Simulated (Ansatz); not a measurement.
# BSi (doublet): correlated methods under varied settings at distance Si1–B2 = 3.613 Å

Aim: run BSi (doublet) at one geometry under a spread of methods and options, and see what each costs and gives.

Method: the settings change from run to run; program: Ansatz 0.2.0, Gaussian basis.

26 further runs of the same task are left out: 5 for a known fault of the program, 17 that didn't finish, 4 set aside as unsound or not needed.

## 1. The system

The geometry derives from a PBE0/def2-TZVP stationary point (not a proven minimum). One bond is set to the value named and the two fragments are kept rigid.

2 atoms, charge 0, spin multiplicity 2.

Atoms are counted from 1 here; the program's logs count them from 0.

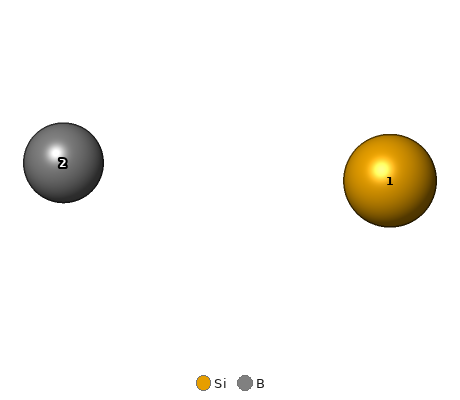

The structure; silicon amber, boron grey; atoms are numbered from 1 in the order of the file.

## 2. HF/def2-SVPD

Input file in.yaml:

```yaml
crystal:
  periodic: [false, false, false]
  atoms:
    - {symbol: Si, position_ang: [0.000000, 0.000000, 0.000000]}
    - {symbol: B, position_ang: [0.000000, 0.000000, 3.613000]}
basis:
  gaussian: {orbitals: def2-SVPD}
magnetization: {spin_polarized: false, initial_magnetization: 1}
hamiltonian: {xc: hf}
output: {orbitals: {seedname: orbitals}}
```

The run is started by

```
ansatz run in.yaml --threads 1 --pin off --events-out ev --progress --plain --max-ram 2393MiB
```

Log:

```text
Functional definition: HF
  name "HF"
  cite "Fock, Z. Phys. 61, 126 (1930) doi:10.1007/BF01340294"
  parent pbe
  exchange = exact_x
  correlation = 0
429 factors; integrals over basis functions are off by at most 5.9e-4 eV
mean field evaluation 1: about -8521.0376 eV, gradient 9.2e0 eV
mean field evaluation 2: about -8521.0381 eV, gradient 9.1e0 eV
mean field evaluation 4: about -8521.8177 eV, gradient 5.5e0 eV
mean field evaluation 8: about -8522.2865 eV, gradient 2.0e-1 eV
mean field evaluation 16: about -8521.4930 eV, gradient 2.9e0 eV
mean field evaluation 32: about -8520.8371 eV, gradient 1.8e-1 eV
mean field evaluation 64: about -8518.4700 eV, gradient 6.3e0 eV
mean field evaluation 96: about -8522.2152 eV, gradient 3.5e-1 eV
mean field evaluation 128: about -8522.3677 eV, gradient 3.7e-1 eV
mean field evaluation 160: about -8521.7702 eV, gradient 2.9e0 eV
mean field evaluation 192: about -8522.0271 eV, gradient 4.8e0 eV
mean field evaluation 224: about -8522.3625 eV, gradient 8.4e-1 eV
mean field evaluation 256: about -8522.3041 eV, gradient 5.2e-1 eV
mean field evaluation 288: about -8517.5002 eV, gradient 1.6e1 eV
mean field evaluation 320: about -8521.9411 eV, gradient 4.6e0 eV
mean field evaluation 352: about -8515.0005 eV, gradient 6.9e0 eV
mean field -8522.43449503 eV, -313.1936909786 hartree, gradient 3.5e-6 eV, S^2 0.750000; 12 other end points of the search recorded, 0 dependent functions left out
reference -8522.43449503 eV, -313.1936909786 hartree; 10, 9 occupied and 34, 35 virtual orbitals, 429 factors
Total energy: -8522.43449503 eV, -313.1936909786 hartree
```

Run time: 1.6 s. Hardware: 1 thread of Arm Neoverse V1, shared host.

## 3. BCCD/cc-pVDZ

Input file in.yaml:

```yaml
crystal:
  periodic: [false, false, false]
  atoms:
    - {symbol: Si, position_ang: [0.000000, 0.000000, 0.000000]}
    - {symbol: B, position_ang: [0.000000, 0.000000, 3.613000]}
basis:
  gaussian: {orbitals: cc-pVDZ, point_charges: [{charge: -0.50, position_ang: [4.331, 0.740, 0.121]}]}
magnetization: {spin_polarized: true, initial_magnetization: 1}
hamiltonian: {xc: {name: PBE0}}
correlation: {method: bccd, electrons: valence}
scf: {lower_state_search: light}
```

Launched as before.

Log, cut to the lines that bear on the results:

```text
Functional definition: PBE0
  name "PBE0"
  cite "Adamo & Barone, J. Chem. Phys. 110, 6158 (1999) doi:10.1063/1.478522"
  cite "Perdew, Burke & Ernzerhof, Phys. Rev. Lett. 77, 3865 (1996) doi:10.1103/PhysRevLett.77.3865"
  parent pbe
[...]
318 factors; integrals over basis functions are off by at most 3.5e-4 eV
[...]
mean field -8541.00679170 eV, -313.8762102925 hartree, gradient 1.4e-6 eV, S^2 1.621773; 11 other end points of the search recorded, 0 dependent functions left out
6 core orbitals not correlated: weight in the atoms' cores, before any rotation towards them, 1.000 or more for the frozen orbitals, at most 0.000 for the correlated occupied ones
reference -8527.25275000 eV, -313.3707585830 hartree; 4, 3 occupied and 22, 23 virtual orbitals, 318 factors
second order -2.46451492 eV of doubles, -0.17149596 eV of singles
cycle   1  -3.31877578 eV  change   -6.8e-1 eV  update   8.5e-2
[...]
cycle  39  -3.72610698 eV  change    5.6e-6 eV  update   5.3e-6
Total energy: -8530.97885698 eV, -313.5076904889 hartree
```

It took 7.5 s on 1 thread of Arm Neoverse V1, shared host.

From the report: ⟨S²⟩ of the determinant 1.622 (pure doublet: 0.75); correlation -3.7261 eV; largest double amplitude 0.12. The determinant is far from a pure spin state, so its energy mixes those of several spin states (harmless only where they are near-degenerate, as at dissociation).

## 4. CCSDT on ROHF/6-31G

Input file in.yaml:

```yaml
crystal:
  periodic: [false, false, false]
  atoms:
    - {symbol: Si, position_ang: [0.000000, 0.000000, 0.000000]}
    - {symbol: B, position_ang: [0.000000, 0.000000, 3.613000]}
basis:
  gaussian: {orbitals: 6-31G, point_charges: [{charge: -0.50, position_ang: [2.657, 0.378, -0.373]}]}
magnetization: {spin_polarized: false, initial_magnetization: 1}
hamiltonian: {pseudopotentials: {relativity: scalar}}
correlation: {method: ccsdt, electrons: valence}
output: {forces: true}
```

The command is unchanged.

Log, cut to the lines that bear on the results:

```text
Functional definition: HF
  name "HF"
  cite "Fock, Z. Phys. 61, 126 (1930) doi:10.1007/BF01340294"
  parent pbe
[...]
443 factors; integrals over basis functions are off by at most 4.7e-8 eV
[...]
mean field -8540.63997018 eV, -313.8627298505 hartree, gradient 3.6e-6 eV, S^2 0.750000; 35 other end points of the search recorded, 0 dependent functions left out
[...]
determinant -8540.63997018 eV, -313.8627298505 hartree, with singles and doubles -8542.88769448 eV, -313.9453321947 hartree
determinant -8540.63185743 eV, -313.8624317123 hartree, with singles and doubles -8542.89852270 eV, -313.9457301247 hartree
determinant -8540.62243561 eV, -313.8620854669 hartree, with singles and doubles -8542.87498518 eV, -313.9448651369 hartree
determinant -8540.50786491 eV, -313.8578750714 hartree, with singles and doubles -8542.75015990 eV, -313.9402778921 hartree
[...]
determinant -8539.08080042 eV, -313.8054314187 hartree, with singles and doubles -8543.96798851 eV, -313.9850322683 hartree
unrestricted determinant -8542.13941044 eV, -313.9178332635 hartree, S^2 1.7631
6 core orbitals not correlated: weight in the atoms' cores, before any rotation towards them, 1.000 or more for the frozen orbitals, at most 0.000 for the correlated occupied ones
reference -8540.39740466 eV, -313.8538157318 hartree; 4, 3 occupied and 12, 13 virtual orbitals, 443 factors
second order -2.09004604 eV of doubles, -0.00693858 eV of singles
cycle   1  -2.79826045 eV  change   -7.0e-1 eV  update   1.4e-1
[...]
cycle  83  -3.69161312 eV  change   -3.0e-8 eV  update   2.2e-7
[...]
Total energy: -8544.08901777 eV, -313.9894800116 hartree
Relativity: scalar
Atom 0 at     0.000000     0.000000     0.000000 Å, force     0.479505     0.068217     0.347500 eV/Å
Atom 1 at     0.000000     0.000000     3.613000 Å, force     0.013792     0.001962    -0.435506 eV/Å
Dipole moment:     0.175226     0.024929    -0.030836 e Å
```

Wall time 12 s (1 thread of Arm Neoverse V1, shared host).

From the report: correlation -3.6916 eV; T1 0.073; largest double amplitude 0.30.

## 5. CCSD(T) on ROHF/cc-pVDZ

Input file in.yaml:

```yaml
crystal:
  periodic: [false, false, false]
  atoms:
    - {symbol: Si, position_ang: [0.000000, 0.000000, 0.000000]}
    - {symbol: B, position_ang: [0.000000, 0.000000, 3.613000]}
basis:
  gaussian: {orbitals: cc-pVDZ}
magnetization: {spin_polarized: false, initial_magnetization: 1}
correlation: {method: ccsd_t, electrons: valence}
output: {forces: true}
```

Launched as before.

Log, cut to the lines that bear on the results:

```text
Functional definition: HF
  name "HF"
  cite "Fock, Z. Phys. 61, 126 (1930) doi:10.1007/BF01340294"
  parent pbe
[...]
318 factors; integrals over basis functions are off by at most 3.5e-4 eV
[...]
mean field -8525.84332674 eV, -313.3189632337 hartree, gradient 3.1e-6 eV, S^2 0.750000; 24 other end points of the search recorded, 0 dependent functions left out
[...]
determinant -8525.84332674 eV, -313.3189632337 hartree, with singles and doubles -8529.85533209 eV, -313.4664017106 hartree
determinant -8525.80388384 eV, -313.3175137338 hartree, with singles and doubles -8529.83408795 eV, -313.4656210030 hartree
determinant -8525.71034272 eV, -313.3140761608 hartree, with singles and doubles -8530.65228819 eV, -313.4956893073 hartree
determinant -8525.70175871 eV, -313.3137607043 hartree, with singles and doubles -8529.73751620 eV, -313.4620720568 hartree
[...]
unrestricted determinant -8527.60775463 eV, -313.3838047624 hartree, S^2 1.7756
6 core orbitals not correlated: weight in the atoms' cores, before any rotation towards them, 1.000 or more for the frozen orbitals, at most 0.000 for the correlated occupied ones
reference -8525.71034272 eV, -313.3140761608 hartree; 4, 3 occupied and 22, 23 virtual orbitals, 318 factors
second order -3.30573077 eV of doubles, -0.06557462 eV of singles
cycle   1  -5.07052587 eV  change   -3.8e-7 eV  update   3.8e-6
[...]
cycle  11  -5.07051667 eV  change    1.2e-6 eV  update   3.1e-7
perturbative correction -0.26550304 eV, -0.0097570569 hartree
WARN: these amplitudes may be one of several solutions (largest doubles amplitude 0.33, level shift 1.54 eV)
[...]
Total energy: -8531.04636243 eV, -313.5101712684 hartree
Atom 0 at     0.000000     0.000000     0.000000 Å, force    -0.000000    -0.000000     0.349592 eV/Å
Atom 1 at     0.000000     0.000000     3.613000 Å, force    -0.000000     0.000000    -0.349592 eV/Å
Dipole moment:     0.000000    -0.000000     0.034577 e Å
```

Wall time 8.5 s (1 thread of Arm Neoverse V1, shared host).

From the report: correlation -5.3360 eV; T1 0.134; largest double amplitude 0.33. The report flags that the cluster equations may have other roots.

## 6. CCSD(T) on ROHF/def2-TZVP

in.yaml, as its differences from that of step 5:

```diff
@@ -6,5 +6,4 @@
 basis:
-  gaussian: {orbitals: cc-pVDZ}
+  gaussian: {orbitals: def2-TZVP}
 magnetization: {spin_polarized: false, initial_magnetization: 1}
 correlation: {method: ccsd_t, electrons: valence}
-output: {forces: true}
```

Launched as before.

Log, cut to the lines that bear on the results:

```text
Functional definition: HF
  name "HF"
  cite "Fock, Z. Phys. 61, 126 (1930) doi:10.1007/BF01340294"
  parent pbe
[...]
404 factors; integrals over basis functions are off by at most 1.3e-3 eV
[...]
mean field -8525.96610616 eV, -313.3234752939 hartree, gradient 8.0e-7 eV, S^2 0.750000; 24 other end points of the search recorded, 0 dependent functions left out
[...]
determinant -8525.96610616 eV, -313.3234752939 hartree, with singles and doubles -8530.63938645 eV, -313.4952151770 hartree
determinant -8525.89943596 eV, -313.3210252095 hartree, with singles and doubles -8530.60681054 eV, -313.4940180345 hartree
determinant -8525.81660404 eV, -313.3179811923 hartree, with singles and doubles -8530.51413200 eV, -313.4906121610 hartree
determinant -8525.80020500 eV, -313.3173785389 hartree, with singles and doubles -8531.32277001 eV, -313.5203290597 hartree
[...]
determinant -8525.81660404 eV, -313.3179811923 hartree, with singles and doubles -8530.40372692 eV, -313.4865548491 hartree
determinant -8525.80020500 eV, -313.3173785389 hartree, with singles and doubles -8531.20214241 eV, -313.5158960770 hartree
determinant -8525.80020500 eV, -313.3173785389 hartree, with singles and doubles -8531.28125246 eV, -313.5188033176 hartree
unrestricted determinant -8527.69433606 eV, -313.3869865713 hartree, S^2 1.7841
6 core orbitals not correlated: weight in the atoms' cores, before any rotation towards them, 1.000 or more for the frozen orbitals, at most 0.000 for the correlated occupied ones
reference -8525.80020500 eV, -313.3173785389 hartree; 4, 3 occupied and 58, 59 virtual orbitals, 404 factors
second order -3.89881602 eV of doubles, -0.07236274 eV of singles
cycle   1  -5.48104682 eV  change    6.3e-7 eV  update   3.9e-6
perturbative correction -0.35818731 eV, -0.0131631410 hartree
WARN: these amplitudes may be one of several solutions (largest doubles amplitude 0.31, level shift 0.95 eV)
Total energy: -8531.63943914 eV, -313.5319664354 hartree
```

It took 30 s on 1 thread of Arm Neoverse V1, shared host.

From the report: correlation -5.8392 eV; T1 0.122; largest double amplitude 0.31. The report flags that the cluster equations may have other roots.

## 7. All runs side by side

Where basis and cores are those of an earlier FCI/cc-pVDZ run (-8531.1227 eV), and the state is the same kind, the miss against it is given. † marks a result that the program doubts.

| level | correlated | functions | energy (eV) | from FCI (meV) | time |
| --- | --- | --- | --- | --- | --- |
| HF/def2-SVPD |  | 44 | -8522.4345 |  | 1.6 s |
| BCCD/cc-pVDZ (beside a point charge, on PBE0 orbitals) | valence | 32 | -8530.9789 |  | 7.5 s |
| CCSDT on ROHF/6-31G (beside a point charge, relativity set) | valence | 22 | -8544.0890 |  | 12 s |
| CCSD(T) on ROHF/cc-pVDZ † | valence | 32 | -8531.0464 | 76.4 | 8.5 s |
| CCSD(T) on ROHF/def2-TZVP † | valence | 68 | -8531.6394 |  | 30 s |

## 8. Results

```
quantity                              value
    runs                                  5
quickest                HF/def2-SVPD, 1.6 s
 slowest  CCSD(T) on ROHF/def2-TZVP †, 30 s
```

**Reading.** Total energies in different bases, with other cores or another treatment of relativity can't be set against each other. CCSD(T) on ROHF/def2-TZVP † took 19 times as long as HF/def2-SVPD; the jobs differ in more than the method.
